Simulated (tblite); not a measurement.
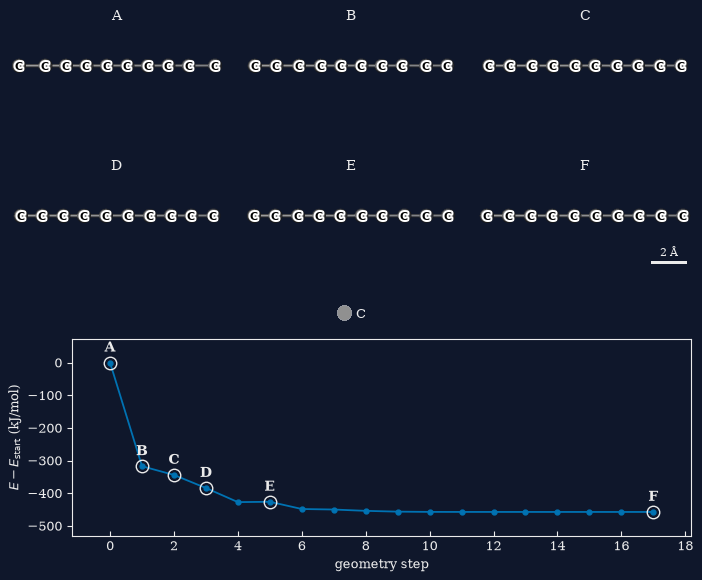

Frames of a relaxation of C₁₀ (multiplicity 3), marked on the history of the run. A ball-and-stick model, seen from a free direction.

Theory: GFN2-xTB geometry optimisation, gas phase (tblite 0.8.0). 

Describe the path.

The largest move after the best rigid fit is that of a C atom, 0.28 Å. Among the contacts that change: C–C 1.551 → 1.276 Å, C–C 1.188 → 1.297 Å, C–C 1.195 → 1.283 Å, C–C 1.192 → 1.265 Å. After 17 geometry steps the energy has fallen by 457.2 kJ/mol. From step 0 to 1: a C atom moves most (0.20 Å), energy −317.2 kJ/mol. From step 1 to 2: a C atom moves most (0.11 Å), energy −26.8 kJ/mol. From step 2 to 3: a C atom moves most (0.10 Å), energy −39.9 kJ/mol. From step 3 to 5: a C atom moves most (0.08 Å), energy −42.2 kJ/mol. From step 5 to 17: C atoms move most (0.07 Å), energy −31.1 kJ/mol.

```csv
step,"E − E(0), kJ/mol"
0,0.00
1,-317.24
2,-344.00
3,-383.94
4,-427.15
5,-426.12
6,-448.24
7,-449.83
8,-453.88
9,-456.32
10,-457.09
11,-457.19
12,-457.20
13,-457.21
14,-457.22
15,-457.23
16,-457.23
17,-457.23
```
